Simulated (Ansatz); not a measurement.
# Mg6CdPb: relaxing a made-up structure, part 2 of 2

This structure for Mg6CdPb is made up. Its elements were placed in a known structure type with a cell scaled to their sizes. What cell does the guess relax to, and how far off was it?

Ansatz 0.2.0; DFT, PBEsol, plane-wave PAW, files of the set soft_1, scalar-relativistic, no spin, cell and ions relaxed at zero pressure; PAW set soft_1 (the session's first sound run).

So far: Starting point; Relaxing cell and atoms. The relaxed cell has a, b, c = 5.000, 6.709, 10.822 Å (conventional setting).

## 3. Electronic structure of the relaxed cell

With the geometry fixed, one more self-consistent run, with a narrower smearing and the mesh shown in its input, gives the bands, and its pressure, and its forces where symmetry allows any, show how far the geometry depends on these settings.

This step: DFT, PBEsol, plane-wave PAW, files of the set soft_1, scalar-relativistic, no spin, bands and density of states at the relaxed cell; PAW set soft_1 (Ansatz 0.2.0).

Contents of input.yaml:

```yaml
crystal:
  lattice:
    - [4.9997189969, 0.0, 0.0]
    - [0.0, 3.3547442042, 5.4108227202]
    - [0.0, -3.3547442042, 5.4108227202]
  atoms:
    - { symbol: Pb, position: [0.5, 0.1614230164, 0.1614230164] }
    - { symbol: Cd, position: [0.5, 0.665209131, 0.665209131] }
    - { symbol: Mg, position: [0.0, 0.8352098852, 0.8352098852] }
    - { symbol: Mg, position: [0.0, 0.3359864643, 0.3359864643] }
    - { symbol: Mg, position: [0.0, 0.3469359609, 0.824036179] }
    - { symbol: Mg, position: [0.0, 0.824036179, 0.3469359609] }
    - { symbol: Mg, position: [0.5, 0.1627731473, 0.6608262159] }
    - { symbol: Mg, position: [0.5, 0.6608262159, 0.1627731473] }
kpoints:
  mp_grid: { grid: [6, 6, 6] }
  band_path:
    path:
      - [[0.0, 0.0, 0.0], [0.0, 0.34610195, -0.34610195], [0.0, 0.0, -0.5], [-0.5, 0.0, -0.5], [-0.5, 0.34610195, -0.34610195], [-0.5, 0.0, 0.0], [0.0, 0.0, 0.0], [0.0, -0.5, -0.5], [0.0, -0.34610195, -0.65389805], [-0.5, -0.34610195, -0.65389805], [-0.5, -0.5, -0.5], [0.0, -0.5, -0.5]]
      - [[-0.5, 0.0, 0.0], [-0.5, -0.5, -0.5]]
    npoints: 6
scf:
  occupations: { method: fermi_dirac, width: 0.03 }
  n_extra_bands: 12
hamiltonian:
  xc: pbesol
  pseudopotentials: { kind: paw, azcp: { folder: soft_1 }, xc_functional: pbe }
output:
  forces: true
  stress: true
  write_bands: true
  dos: { projected: true }
  write_density: true
  write_potential: true
  elf: true
  volumetric_format: npy
```

On the command line:

```
ansatz run input.yaml --threads 4 --pin off --max-ram 10240MiB --backend cpu --events-out ev --progress --plain --runs-dir out
```

Numbers of over 12 decimals in the logs are rounded to 6 here.

What it wrote:

```text
[...]
Crystal: 8 atoms, lattice volume = 181.509 Å³
Basis set: ecut = 420 eV, 3545 PW (Γ), exchange–correlation on 72×90×90 points (8 copies of the dense FFT grid, shifted against one another)
Bands: 59, of which v1, the nominal top of the filled ones, is band 47 counted from 1 (46 counted from 0)
Symmetry: 4 space group operations
[...]
k-points: 52 of 216 (time reversal used)
[...]
SCF iter   1: F=—  HF=-31416.658476 eV  |F-HF|=—  |Δ(HF+E_count)|=         —  Δρ=4.22e-2  dr2=9.05e0  ethr=3.10e-3  ⟨swp⟩=9.2  Hψ=13417  notcnv=0  defer=25
[...]
SCF iter   9: F=-31413.984919 eV  HF=-31413.984919 eV  |F-HF|=2.53e-8  |Δ(HF+E_count)|=   5.72e-8  Δρ=3.38e-6  dr2=2.91e-8  ethr=1.06e-10  ⟨swp⟩=17.1  Hψ=23719  notcnv=0
SCF 1 converged in 9 iterations: F = -31413.984919 eV  dr2 = 2.91e-8
[...]
NSCF: frozen V_eff on 74 k-points
SCF converged after 9 iterations
Free energy (F): -31413.984919 eV
[...]
Internal energy: -31413.977353 eV  (E = F + TS)
E sigma→0 (E₀):  -31413.981136 eV
Entropy (-TS):   -0.007567 eV (-0.946 meV/atom)
Fermi energy:    8.001143 eV
[...]
--- Forces (eV/Å), atoms counted from 1 ---
  atom   1  Pb     0.00000000     0.00000000    -0.02294798
  atom   2  Cd     0.00000000     0.00000000     0.01320250
  atom   3  Mg     0.00000000     0.00000000     0.02115539
  atom   4  Mg     0.00000000     0.00000000     0.08052100
  atom   5  Mg     0.00000000     0.05260310    -0.04138784
  atom   6  Mg     0.00000000    -0.05260310    -0.04138784
  atom   7  Mg     0.00000000    -0.00250932    -0.00457121
  atom   8  Mg     0.00000000     0.00250932    -0.00457121
  max |Σ_I F_I| component: 1.28e-5 eV/Å
--- Stress (GPa, compression-positive) ---
        0.320291       0.000000       0.000000
        0.000000      -0.270701       0.000000
        0.000000       0.000000      -0.037908
  P = ⅓ Tr σ = 0.0039 GPa (0.039 kbar)
--- Band table (eV; the first three rows and the last of 52) ---
  k-point 0: bands = [... 43 lower, 5.5223, 5.5847, 5.6927, 6.9871, 9.1734, 10.1043, 10.4457, 10.6411, ... 8 higher]
  k-point 1: bands = [... 43 lower, 5.8147, 5.9778, 6.7690, 7.1899, 8.7430, 9.3467, 9.9181, 10.3470, ... 8 higher]
  k-point 2: bands = [... 43 lower, 6.1528, 6.8613, 7.7692, 7.9037, 8.1464, 8.7265, 9.5491, 9.6186, ... 8 higher]
  k-point 51: bands = [... 43 lower, 4.6826, 5.1984, 5.8119, 8.7319, 9.3674, 9.8263, 10.1913, 10.1933, ... 8 higher]
```

Wall time 30 s (4 threads of Arm Neoverse V1, shared host); peak memory 0.96 GiB; 1.9 min of CPU time.

The column dr2 measures how far the density is from self-consistency, as an energy; F and HF (Harris–Foulkes) agree once it is small.

Numbers from this step:

```
free energy             : -31413.9849 eV
energy at zero smearing : -31413.9811 eV
smearing term TS        : 0.007567 eV
Fermi energy            : 8.001 eV
pressure                : 0.003894 GPa
```

From bands.tsv, the bands that come nearest the Fermi level along the path, at its corners, in eV from the Fermi level:

```
point  band 44  band 45  band 46  band 47  band 48  band 49  band 50  band 51
    Γ    -2.48    -2.42    -2.31    -1.01     1.17     2.10     2.44     2.64
    X    -1.44    -1.23    -0.23    -0.22     0.10     0.25     0.50     2.46
    S    -1.33    -0.60    -0.39    -0.28     0.40     0.87     1.23     1.53
    R    -2.88    -2.22    -2.03     0.72     0.91     1.76     1.86     2.04
    A    -3.91    -1.26    -0.55    -0.28     0.12     0.64     1.64     3.54
    Z    -2.16    -1.44    -1.36    -1.19    -0.97    -0.68    -0.53    -0.47
    Γ    -2.48    -2.42    -2.31    -1.01     1.17     2.10     2.44     2.64
    Y    -1.08    -0.52    -0.18     0.09     0.44     0.58     0.81     1.33
   X1    -1.44    -1.23    -0.23    -0.22     0.10     0.25     0.50     2.46
   A1    -3.91    -1.26    -0.55    -0.28     0.12     0.64     1.64     3.54
    T    -3.32    -2.80    -2.19     0.73     1.37     1.83     2.19     2.19
    Y    -1.08    -0.52    -0.18     0.09     0.44     0.58     0.81     1.33
    Z    -2.16    -1.44    -1.36    -1.19    -0.97    -0.68    -0.53    -0.47
    T    -3.32    -2.80    -2.19     0.73     1.37     1.83     2.19     2.19
```

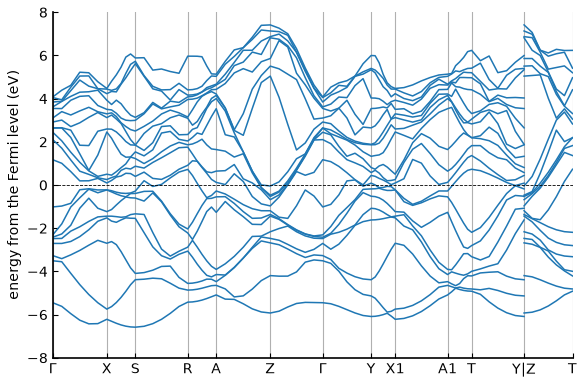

Bands along the path. 39 bands lie wholly below the window drawn.

States per cell as run, both spins, in windows of 1 eV, from dos.tsv (zero at the Fermi level):

| from | to | total |
| --- | --- | --- |
| -8 | -7 | 0.00 |
| -7 | -6 | 0.55 |
| -6 | -5 | 1.78 |
| -5 | -4 | 2.04 |
| -4 | -3 | 2.69 |
| -3 | -2 | 2.76 |
| -2 | -1 | 3.18 |
| -1 | 0 | 2.96 |
| 0 | 1 | 3.52 |
| 1 | 2 | 3.88 |
| 2 | 3 | 3.93 |
| 3 | 4 | 4.24 |

A further 78.0 states lie below the table's range.

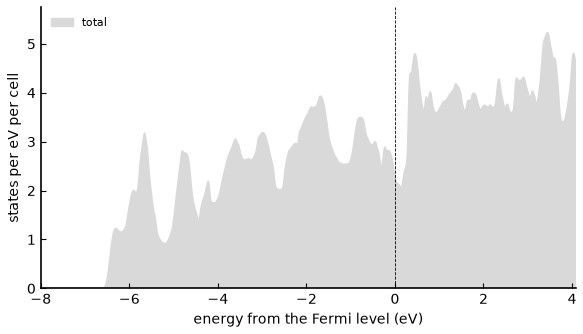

Total density of states, smoothed over about 0.04 eV.

Force by atom:

| atom | x (eV/Å) | y (eV/Å) | z (eV/Å) | size |
| --- | --- | --- | --- | --- |
| Pb1 | 0.0000 | 0.0000 | -0.0229 | 0.0229 |
| Cd2 | 0.0000 | 0.0000 | 0.0132 | 0.0132 |
| Mg3 | 0.0000 | 0.0000 | 0.0212 | 0.0212 |
| Mg4 | 0.0000 | 0.0000 | 0.0805 | 0.0805 |
| Mg5 | 0.0000 | 0.0526 | -0.0414 | 0.0669 |
| Mg6 | 0.0000 | -0.0526 | -0.0414 | 0.0669 |
| Mg7 | 0.0000 | -0.0025 | -0.0046 | 0.0052 |
| Mg8 | 0.0000 | 0.0025 | -0.0046 | 0.0052 |

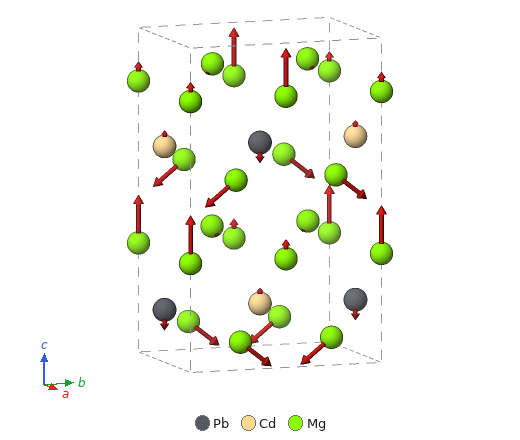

Force as arrows, the longest 0.0805 eV/Å. Some periodic images of atoms are drawn too.

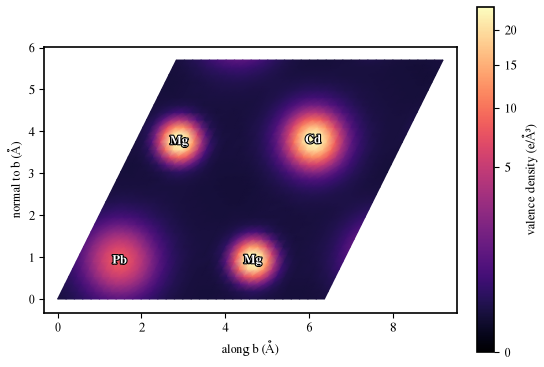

Valence density in the bc plane of the cell as run, not the conventional one, at fractional x = 0.500, with atoms of Pb and Cd and Mg within 0.2 Å of it. It is the smooth field of the valence electrons, not physical close to the nuclei. The colour scale is stretched toward low values.

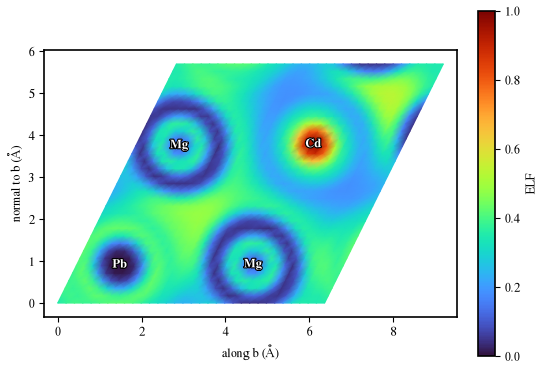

ELF in the bc plane of the cell as run, not the conventional one, at fractional x = 0.500, with atoms of Pb and Cd and Mg within 0.2 Å of it. It is the smooth field of the valence electrons, not physical close to the nuclei.

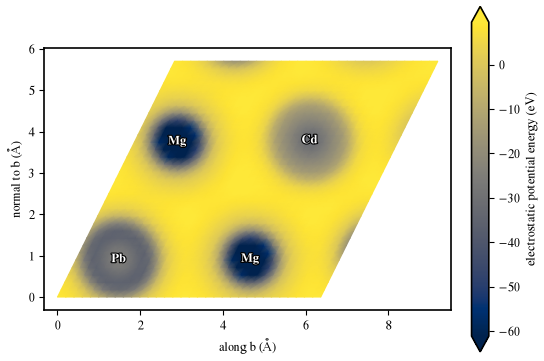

Electrostatic potential energy in the bc plane of the cell as run, not the conventional one, at fractional x = 0.500, with atoms of Pb and Cd and Mg within 0.2 Å of it. With pseudopotentials it is smooth inside the atoms' cores, unlike the true potential.

## 4. What came out

```
space group, relaxed : Amm2
conventional cell    : a = 5.000, b = 6.709, c = 10.822 Å; α = 90.0°, β = 90.0°, γ = 90.0°
volume per atom      : 22.69 Å³ (guess 25.21)
```

What this shows: Mg6CdPb relaxes to Amm2 with a = 5.000, b = 6.709 and c = 10.822 Å. The guessed volume was 11 % too large. The space group Amm2 was held in the relaxation, so the end point is a stationary structure within it and may be a saddle against distortions or other arrangements. Bands cross the Fermi level, so it is a metal or semimetal at this level. On the 6×6×6 mesh with the narrower smearing (relaxed on 5×5×5) the largest force component is 0.081 eV/Å and the largest stress component is 0.320 GPa, against the relaxation's thresholds of 0.015 eV/Å and 0.05 GPa. The cutoff wasn't tested. Spin-orbit coupling is left out, which can matter for elements this heavy. No dispersion term is used, so weakly bound directions may come out too long. Nothing here tests whether the compound is stable against decomposition.

[Logs are printed without paths, hosts, clocks, repeated set-up lines and the standing remarks that a program may print on its own settings, such as how far it seeks lower states.]

[Hosts, paths, dates, database ids (printed as entryN), source tags and the programs' standing remarks are cut or masked in the printed files.]
